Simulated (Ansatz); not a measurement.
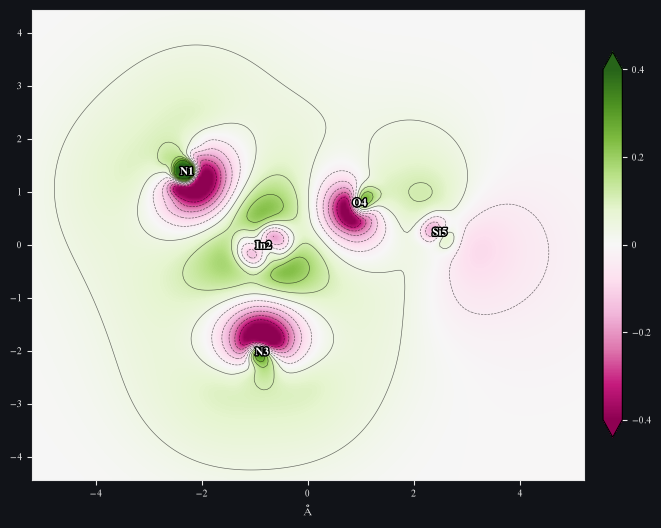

*H$_{7}$InN$_{2}$OSi (SMILES [NH2][In]([NH2])[O][SiH3]). One frontier orbital on the plane of atoms N3, In2 and O4 (values in Å⁻³ᐟ²; the overall sign is arbitrary).*

Geometry: PBE0-D4/def2-TZVP; core potentials replace the inner electrons of In.

The calculation used Ansatz 0.2.0, RKS PBE0-D4/def2-TZVPP.

Input file:

```
crystal:
  periodic: [false, false, false]
  atoms:
    - {symbol: N, position_ang: [-1.997256, 0.098156, 2.005828]}
    - {symbol: In, position_ang: [-0.594619, -0.416206, 0.667308]}
    - {symbol: N, position_ang: [0.301560, -2.154082, 0.202629]}
    - {symbol: O, position_ang: [0.011691, 1.138379, -0.422017]}
    - {symbol: Si, position_ang: [1.170679, 1.406342, -1.521720]}
    - {symbol: H, position_ang: [-2.663167, -0.616167, 2.263119]}
    - {symbol: H, position_ang: [-2.497210, 0.944383, 1.769982]}
    - {symbol: H, position_ang: [1.201033, -2.046424, -0.246359]}
    - {symbol: H, position_ang: [0.384384, -2.834828, 0.944146]}
    - {symbol: H, position_ang: [1.982125, 2.601666, -1.156528]}
    - {symbol: H, position_ang: [2.109583, 0.243450, -1.630215]}
    - {symbol: H, position_ang: [0.591198, 1.635331, -2.876173]}
basis:
  gaussian: {orbitals: def2-TZVPP}
hamiltonian: {xc: pbe0, dispersion: d4}
output: {orbitals: {seedname: orbitals}}
```

Command:

```sh
ansatz run in.yaml --threads 4 --pin off --events-out ev --progress --plain --max-ram 11315MiB
```

**Which orbital is it: HOMO or LUMO?**

The LUMO, at −1.24 eV. It lies mainly on In2 (about 45 %), N1 (about 15 %) and N3 (about 10 %).
